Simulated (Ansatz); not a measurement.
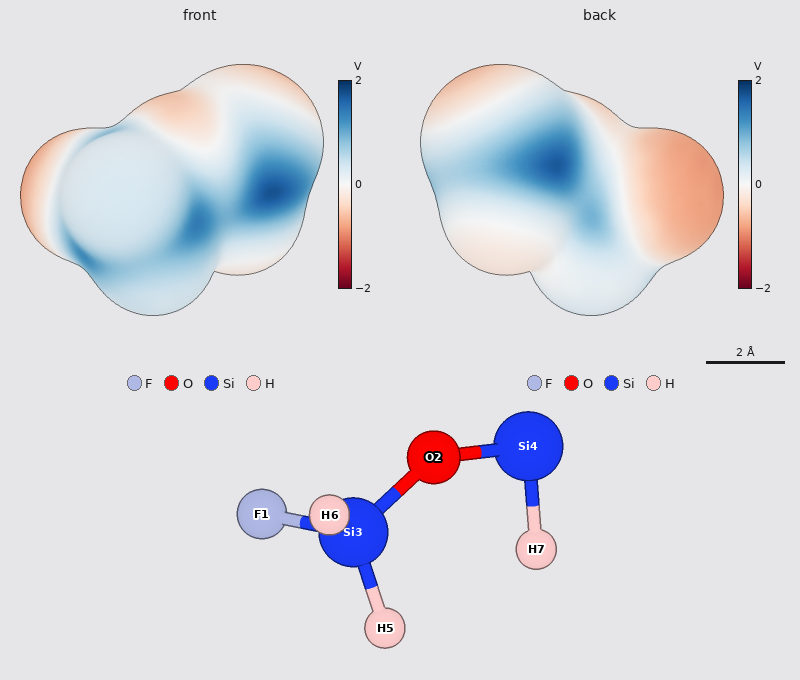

Figure. FH3OSi2. The molecular electrostatic potential painted on the density surface at 0.001 e/bohr³, seen from the front and from behind; red is negative and blue positive. The bare structure is drawn below in the same view.

Geometry: B3LYP-D3(BJ)/def2-SVP.

Level of theory: isolated molecule in a Gaussian basis; Kohn-Sham density functional theory, functional PBE0 (Ansatz 0.2.0).

```xyz
7

F     0.8075    1.4279   -0.6463
O     0.5841    2.4782    1.7818
Si    0.5582    1.0642    0.9137
Si    1.5709    3.4366    2.7462
H     1.6598    0.1733    1.3535
H    -0.7837    0.4529    1.0352
H     2.7825    2.4638    2.8165
```

**Describe the electrostatic potential map.**

The most negative region (about −0.8 V) lies over F1, the most positive (about +1.6 V) over Si4.
